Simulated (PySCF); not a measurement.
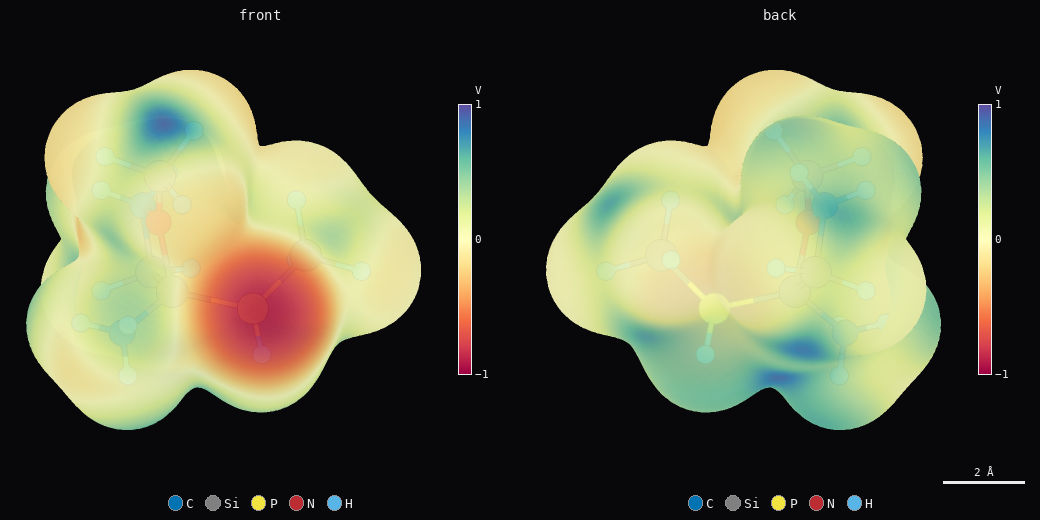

*C₂H₁₄NPSi₄. The electrostatic potential painted on the density surface at 0.001 e/bohr³, seen from the front and from behind; the colour scale runs from red (negative) to blue (positive).*

Geometry: GFN2-xTB.

These are results of PySCF 2.14.0, PBE0/pcSseg-1, SCF density, gas phase, non-relativistic, not measurements.

The calculation's input:

```
{"job": {"kind": "nmr", "xc": "PBE0", "basis": "pcSseg-1"}, "charge": 0, "multiplicity": 1}
C     -0.344766    -1.341952     2.349027
Si     0.200488    -0.723952     0.621805
P      2.167903     0.322238     0.984664
Si     2.622112     1.068440    -1.062831
Si    -0.526073    -1.896117    -1.271159
C     -1.530097    -0.262843    -1.269646
N     -0.951315     0.391791    -0.093411
Si    -1.469983     1.969317     0.363796
H     -1.362207    -1.720016     2.332783
H     -0.295822    -0.530637     3.070444
H      0.307954    -2.135846     2.700634
H      2.918137    -0.834320     0.883800
H      2.443862     0.047453    -2.104154
H      4.022334     1.499169    -1.061238
H      1.742187     2.203213    -1.330653
H     -1.390778    -3.078702    -1.154894
H      0.257478    -2.070445    -2.501990
H     -1.395274     0.361427    -2.156981
H     -2.607641    -0.395741    -1.139181
H     -2.887448     1.927218     0.749929
H     -0.616264     2.358527     1.481362
H     -1.315197     2.861163    -0.793739
```

Command:

```sh
OMP_NUM_THREADS=1 python probes_run.py task.json out
```

Q: Where is the surface potential most negative and most positive?

A: The most negative region (about −0.9 V) lies over P3, the most positive (about +0.8 V) over Si2, Si5 and Si8.

Q: What dipole moment does the calculation give?

A: Its dipole moment is 1.35 D.
